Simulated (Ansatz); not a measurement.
Electronic density of states of amorphous Hf₁₈O₄₁P₂, density 8.49 g/cm³, on a 2×2×2 Γ-centred mesh with a Gaussian width of 0.1 eV; energies count from the Fermi level, whose place inside the gap is arbitrary. Cell and mesh are small, so fine structure isn't converged. Level of theory: PBE, scalar-relativistic without spin-orbit coupling (plane waves to 420 eV, PAW; Ansatz, a quantum-chemistry and plane-wave program). Sampling: a 2×2×2 Γ-centred mesh; Fermi-Dirac width 0.02 eV; no spin polarisation. At PBE the levels at the filled edge of the gap are localised (band-tail or defect states).

It comes from a melt-quench run on a machine-learned potential (CHGNet), relaxed afterwards by DFT. O atoms were pushed apart under 1.9 Å during the dynamics, to hinder bonds among them. The hot cell started wider than the set density and was brought back towards it in steps. It is the lowest in DFT energy of 2 quenches. It is a model cell: composition and starting density were chosen by hand, and all elements were melted together. No dispersion term was used. Its density started from a set value of 8.17 and ended at 8.49 g/cm³. The simulated quench (nominally 450 K/ps over its main leg) is rapid and tends to freeze in more defects than a deposited or slowly cooled glass has. One small periodic cell is one sample of the glass; other quenches scatter about these values. Volume and shape were free in the relaxation.

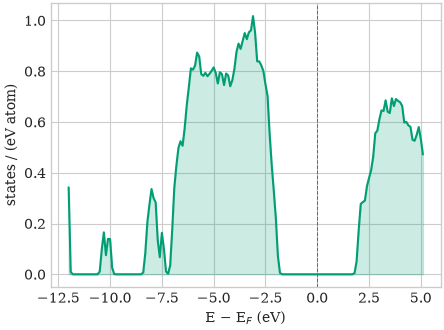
Figure: Density of states per atom

The level gap on this mesh is 3.94 eV; the broadening fills part of it in the curve.
